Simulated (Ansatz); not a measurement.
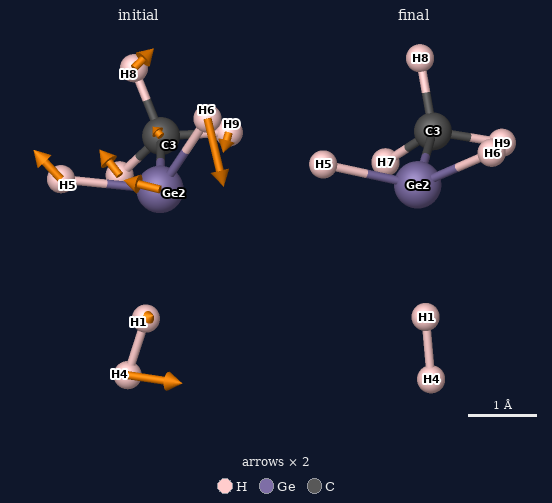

The structure of CH7Ge (multiplicity 2) before (left) and after (right) a constrained relaxation, at one scale. The orange arrows give the displacements, magnified 2 times.

Style: ball-and-stick. Shown from a free direction.

The reaction that was planned forms H1–H4 and breaks H1–Ge2 (atoms numbered from 1 in input order).

Computed with Ansatz, UKS PBE0-D4/def2-SVP. Set-up: held fixed: the distance between atoms 1 (H) and 4 (H), the distance between atoms 1 (H) and 2 (Ge), counting from 1; force threshold 0.08 eV/Å; at most 120 steps.

### Summarise the run.

The optimiser took 8 steps. The largest move after the best rigid fit is that of H6, 0.52 Å. Largest moves by element: H 0.52 Å, Ge 0.30 Å, C 0.10 Å. Near-neighbour distances that change, for instance: Ge2–C3 1.999 → 1.957 Å, C3–H7 1.086 → 1.101 Å, Ge2–H6 1.558 → 1.551 Å. Bond angles that change, for instance: H5–Ge2–H6 100.6° → 110.0°, C3–Ge2–H5 104.5° → 111.5°, C3–Ge2–H6 105.3° → 111.7°.
